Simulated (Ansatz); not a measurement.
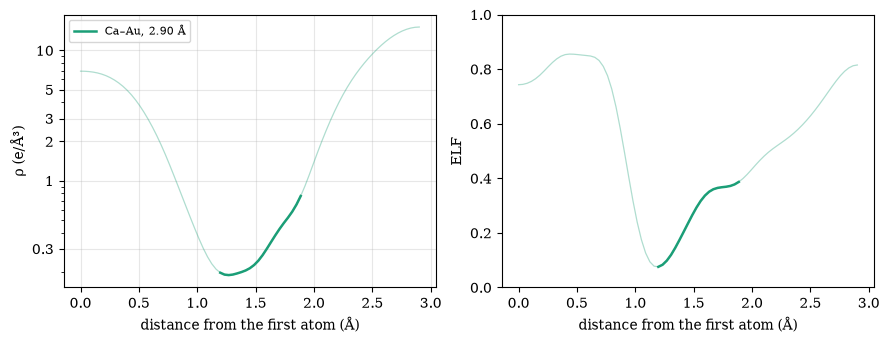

Ca4Au. Valence electron density and electron localisation function along straight lines between neighbouring atoms. Thin, pale parts lie inside the atomic spheres.

Space group Pm-3m; a structure generated by program, which may or may not match a known phase.

Method: Ansatz, DFT PBE, spin-orbit coupling, plane waves, PAW.

In a PAW calculation such maps are meaningful between the atoms, not at the nuclei.

> What can be read from the curves?

Ca–Au (2.90 Å): ρ is about 0.21 e/Å³ halfway, with its minimum of 0.19 e/Å³ about 1.3 Å from Ca; the ELF is about 0.25 at the midpoint (no shared electron pair shows on this line).
